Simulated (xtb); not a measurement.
**Run report: CH$_{4}$AlFOS (charge +1), property calculation**

- system: CH$_{4}$AlFOS, charge +1, multiplicity 2
- method: GFN1-xTB, ALPB solvent acetone (xtb 6.7.1)

The geometry is that of the parent species in another charge or spin state. The geometry comes from this level: PBE0-D4/def2-TZVP.

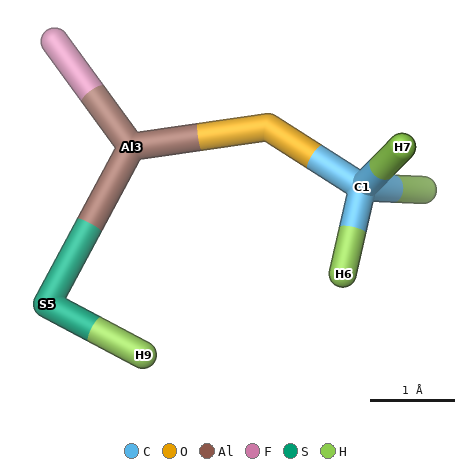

Figure 1. The input geometry (stick view, seen at a tilt; atoms are numbered from 1 in the order of the input). Sticks mark near contacts.

The input (start.xyz):
```
9

C     -0.37990    -1.41360     0.12400
O      0.37980    -0.53340    -0.64820
Al     0.76210     1.08880    -0.70030
F      1.76160     1.62210    -1.88530
S      0.01980     2.55860     0.70810
H     -0.86780    -0.91790     0.97290
H      0.25810    -2.20950     0.51950
H     -1.15870    -1.87510    -0.49060
H     -0.68650     1.63380     1.38290
```

File xtb.inp:
```
$chrg 1
$spin 1
$end
```

Command:
```bash
xtb start.xyz --fod --input xtb.inp --alpb acetone --gfn 1 | tee start.out
```

Log:
```
* xtb version 6.7.1
   ID    Z sym.   atoms
    1    6 C      1
    2    8 O      2
    3   13 Al     3
    4    9 F      4
    5   16 S      5
    6    1 H      6-9

           -------------------------------------------------
          |                Calculation Setup                |
           -------------------------------------------------

          program call               : xtb start.xyz --fod --input xtb.inp --alpb acetone --gfn 1
          coordinate file            : start.xyz
          omp threads                :                     1

           -------------------------------------------------
          |                 G F N 1 - x T B                 |
           -------------------------------------------------

      * Hamiltonian:
        H0-scaling (s, p, d)           1.850000    2.250000    2.000000
        zeta-weighting                 0.000000
      * Dispersion:
        s8                             2.400000
        a1                             0.630000
        a2                             5.000000
        s9                             0.000000
      * Repulsion:
        kExp                           1.500000
        rExp                           1.000000
      * Coulomb:
        alpha                          2.000000
        third order                    atomic
        anisotropic                    false
      * Halogen bond correction:
        rad-scale                      1.300000
        damping                        0.440000

      * Solvation model:               ALPB
        Solvent                        acetone
        Parameter file                 internal GFN1-xTB/ALPB
        Dielectric constant                2.0700E+01
        Reference state                gsolv [1 M gas/solution]
        Free energy shift                  1.3295E-02 Eh       8.3427E+00 kcal/mol
        Temperature                        2.9815E+02 K
        Density                            7.9000E-01 kg/L
        Solvent mass                       5.8080E+01 g/mol
        Interaction kernel             P16
        Born radius scaling (c1)           2.0185E+00
        Born radii integrator          GBOBC
        Born offset                        0.0000E+00 a0       0.0000E+00 AA
        H-bond correction              true
        Ion screening                  false
        Surface tension                    1.0000E-05 Eh       1.5569E+01 dyn/cm
        Grid points                               230 per atom

          ...................................................
          :                      SETUP                      :
          :.................................................:
          :  # basis functions                  40          :
          :  # atomic orbitals                  38          :
          :  # shells                           20          :
          :  # electrons                        29          :
          :  # halogen bonds                     0          :
          :  max. iterations                   250          :
          :  Hamiltonian                  GFN1-xTB          :
          :  restarted?                      false          :
          :  GBSA solvation                   true          :
          :  PC potential                    false          :
          :  electronic temp.         5000.0000000     K    :
          :  accuracy                    1.0000000          :
          :  -> integral cutoff          0.2500000E+02      :
          :  -> integral neglect         0.1000000E-07      :
          :  -> SCF convergence          0.1000000E-05 Eh   :
          :  -> wf. convergence          0.2000000E-04 e    :
          :  Broyden damping             0.4000000          :
          :  net charge                          1          :
          :  unpaired electrons                  1          :
          ...................................................

 iter      E             dE          RMSdq      gap      omega  full diag
   1    -18.8610234 -0.188610E+02  0.620E+00    4.69       0.0  T
   2    -18.8902314 -0.292080E-01  0.372E+00    4.64       1.0  T
   3    -18.8256840  0.645473E-01  0.266E+00    4.42       1.0  T
   4    -18.8761683 -0.504843E-01  0.137E+00    4.56       1.0  T
   5    -18.9024895 -0.263211E-01  0.238E-01    4.77       1.0  T
   6    -18.9033754 -0.885905E-03  0.463E-02    4.78       1.0  T
   7    -18.9033699  0.544592E-05  0.424E-02    4.81       1.0  T
   8    -18.9033904 -0.204294E-04  0.157E-02    4.80       2.1  T
   9    -18.9033942 -0.380505E-05  0.431E-03    4.80       7.7  T
  10    -18.9033944 -0.274543E-06  0.441E-04    4.80      75.6  T
  11    -18.9033944 -0.193286E-08  0.355E-04    4.80      94.0  T
  12    -18.9033945 -0.213420E-08  0.320E-05    4.80    1042.3  T
  13    -18.9033945 -0.164384E-10  0.542E-06    4.80    6145.6  T

   *** convergence criteria satisfied after 13 iterations ***

         #    Occupation            Energy/Eh            Energy/eV
      -------------------------------------------------------------
         1        2.0000           -0.9932509             -27.0277
       ...           ...                  ...                  ...
         9        1.9910           -0.6086277             -16.5616
        10        1.9804           -0.5960660             -16.2198
        11        1.9755           -0.5924665             -16.1218
        12        1.9278           -0.5745870             -15.6353
        13        1.7601           -0.5524622             -15.0333
        14        1.6831           -0.5463942             -14.8681
        15        1.6781           -0.5460336             -14.8583 (HOMO)
        16        0.0065           -0.3696800             -10.0595 (LUMO)
        17        0.0000           -0.2587827              -7.0418
        18        0.0000           -0.2078753              -5.6566
        19                         -0.1804284              -4.9097
        20                         -0.1792858              -4.8786
       ...                                ...                  ...
        38                          1.0065160              27.3887
      -------------------------------------------------------------
                  HL-Gap            0.1763536 Eh            4.7988 eV
             Fermi-level           -0.4916980 Eh          -13.3798 eV

 SCC (total)                   0 d,  0 h,  0 min,  0.007 sec
 SCC setup                      ...        0 min,  0.000 sec (  2.484%)
 Dispersion                     ...        0 min,  0.000 sec (  0.238%)
 classical contributions        ...        0 min,  0.000 sec (  0.116%)
 integral evaluation            ...        0 min,  0.002 sec ( 23.362%)
 iterations                     ...        0 min,  0.002 sec ( 32.185%)
 molecular gradient             ...        0 min,  0.003 sec ( 40.431%)
 printout                       ...        0 min,  0.000 sec (  1.105%)

         :::::::::::::::::::::::::::::::::::::::::::::::::::::
         ::                     SUMMARY                     ::
         :::::::::::::::::::::::::::::::::::::::::::::::::::::
         :: total energy             -18.808995551005 Eh    ::
         :: total w/o Gsasa/hb       -18.798294526636 Eh    ::
         :: gradient norm              0.039665449153 Eh/a0 ::
         :: HOMO-LUMO gap              4.798826134717 eV    ::
         ::.................................................::
         :: SCC energy               -18.903394451842 Eh    ::
         :: -> electrostatic           0.163609524761 Eh    ::
         :: -> Gsolv                  -0.084971570688 Eh    ::
         ::    -> Gelec               -0.074270546319 Eh    ::
         ::    -> Gsasa               -0.020058977428 Eh    ::
         ::    -> Ghb                 -0.003936997618 Eh    ::
         ::    -> Gshift               0.013294950677 Eh    ::
         :: repulsion energy           0.097092536881 Eh    ::
         :: dispersion energy         -0.002693636044 Eh    ::
         :: halogen bond corr.         0.000000000000 Eh    ::
         :: add. restraining           0.000000000000 Eh    ::
         :: total charge               1.000000000000 e     ::
         :::::::::::::::::::::::::::::::::::::::::::::::::::::

           -------------------------------------------------
          |                Property Printout                |
           -------------------------------------------------

    * Orbital Energies and Occupations

         #    Occupation            Energy/Eh            Energy/eV
      -------------------------------------------------------------
         1        2.0000           -0.9932509             -27.0277
       ...           ...                  ...                  ...
         3        2.0000           -0.8702133             -23.6797
         4        2.0000           -0.7447985             -20.2670
         5        1.9999           -0.6777088             -18.4414
         6        1.9998           -0.6689137             -18.2021
         7        1.9996           -0.6601432             -17.9634
         8        1.9983           -0.6348370             -17.2748
         9        1.9910           -0.6086277             -16.5616
        10        1.9804           -0.5960660             -16.2198
        11        1.9755           -0.5924665             -16.1218
        12        1.9278           -0.5745870             -15.6353
        13        1.7601           -0.5524622             -15.0333
        14        1.6831           -0.5463942             -14.8681
        15        1.6781           -0.5460336             -14.8583 (HOMO)
        16        0.0065           -0.3696800             -10.0595 (LUMO)
        17        0.0000           -0.2587827              -7.0418
        18        0.0000           -0.2078753              -5.6566
        19                         -0.1804284              -4.9097
        20                         -0.1792858              -4.8786
        21                         -0.1660619              -4.5188
        22                         -0.1618518              -4.4042
        23                         -0.1536663              -4.1815
        24                         -0.1504533              -4.0940
        25                         -0.1225740              -3.3354
        26                         -0.1040731              -2.8320
       ...                                ...                  ...
        38                          1.0065160              27.3887
      -------------------------------------------------------------
                  HL-Gap            0.1763536 Eh            4.7988 eV
             Fermi-level           -0.4916980 Eh          -13.3798 eV

  Mulliken/CM5 charges         n(s)   n(p)   n(d)
     1C     0.18217  0.06678   1.009  2.809  0.000
     2O    -0.40009 -0.47054   1.653  4.747  0.000
     3Al    0.74612  0.70957   0.817  0.944  0.493
     4F    -0.24860 -0.23252   1.777  5.472  0.000
     5S     0.00615 -0.03683   1.896  4.106 -0.008
     6H     0.12359  0.18299   0.876  0.000  0.000
     7H     0.15574  0.21500   0.844  0.000  0.000
     8H     0.15467  0.21389   0.845  0.000  0.000
     9H     0.28025  0.35167   0.720  0.000  0.000

NFOD :     1.0131

 Loewdin FODpop      n(s)   n(p)   n(d)
     1C     0.1413   0.000  0.141  0.000
     2O     0.2143   0.001  0.213  0.000
     3Al    0.0585   0.009  0.020  0.029
     4F     0.0899   0.000  0.090  0.000
     5S     0.3407   0.001  0.340  0.000
     6H     0.0514   0.051  0.000  0.000
     7H     0.0580   0.058  0.000  0.000
     8H     0.0577   0.058  0.000  0.000
     9H     0.0013   0.001  0.000  0.000

Wiberg/Mayer (AO) data.
largest (>0.10) Wiberg bond orders for each atom

 ---------------------------------------------------------------------------
     #   Z sym  total        # sym  WBO       # sym  WBO       # sym  WBO
 ---------------------------------------------------------------------------
     1   6 C    3.682 --     2 O    0.985     6 H    0.882     8 H    0.870
                             7 H    0.869
     2   8 O    2.071 --     3 Al   1.010     1 C    0.985
     3  13 Al   3.370 --     5 S    1.157     4 F    1.068     2 O    1.010
     4   9 F    1.146 --     3 Al   1.068
     5  16 S    2.112 --     3 Al   1.157     9 H    0.866
     6   1 H    0.909 --     1 C    0.882
     7   1 H    0.894 --     1 C    0.869
     8   1 H    0.895 --     1 C    0.870
     9   1 H    0.918 --     5 S    0.866
 ---------------------------------------------------------------------------

Topologies differ in total number of bonds
Writing topology from bond orders to xtbtopo.mol

 dipole moment from electron density (au)
     X       Y       Z
  -0.9747  -0.0689   1.3068  total (Debye):    4.147

 cube_pthr     :   0.050
 cube_step     :   0.400
 cube_boundoffset     :   3.000
 non-zero P (%):   1.585   nmat:      13
 Grid Boundaries (x y z) :
   6.3289415411313676        7.8350532624538589        5.6133022577376073
  -5.1896256605977040       -7.1753498723488631       -6.5627006627469164
 Total # of points       34162
 writing fod.cub
 N    (numint) :  0.563
cpu  time for cube

           -------------------------------------------------
          | TOTAL ENERGY              -18.808995551005 Eh   |
          | GRADIENT NORM               0.039665449153 Eh/α |
          | HOMO-LUMO GAP               4.798826134717 eV   |
           -------------------------------------------------

------------------------------------------------------------------------
------------------------------------------------------------------------
 total:
 *  cpu-time:     0 d,  0 h,  0 min,  0.068 sec
 * ratio c/w:     1.000 speedup
 SCF:
 *  cpu-time:     0 d,  0 h,  0 min,  0.007 sec
 * ratio c/w:     1.000 speedup
```

File fod:
```
0.14131679
    0.21426701
    0.05848302
    0.08992719
    0.34071489
    0.05136760
    0.05798914
    0.05771178
    0.00129358
```

Standard error:
```
normal termination of xtb
```

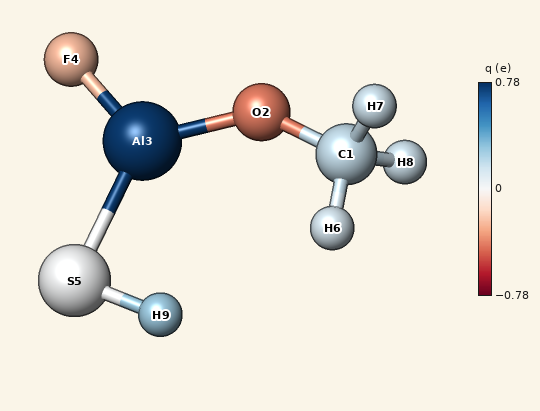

Figure 2. Mulliken charges, as the colour of each atom (ball-and-stick view, seen at a tilt; atoms are numbered from 1 in the order of the input). By element: C +0.18, O −0.40, Al +0.75, F −0.25, S +0.01 and H +0.12 to +0.28 e.

Key numbers:

```tsv
quantity	value
outcome	converged
electrons treated	29
total energy	−18.808996 hartree
dispersion energy	−0.002694 hartree
solvation energy	−0.084972 hartree
basis functions	40
hardware	1 thread of Intel Xeon (Granite Rapids), 16 GiB of memory available, shared host
peak memory	0.071 GiB
```
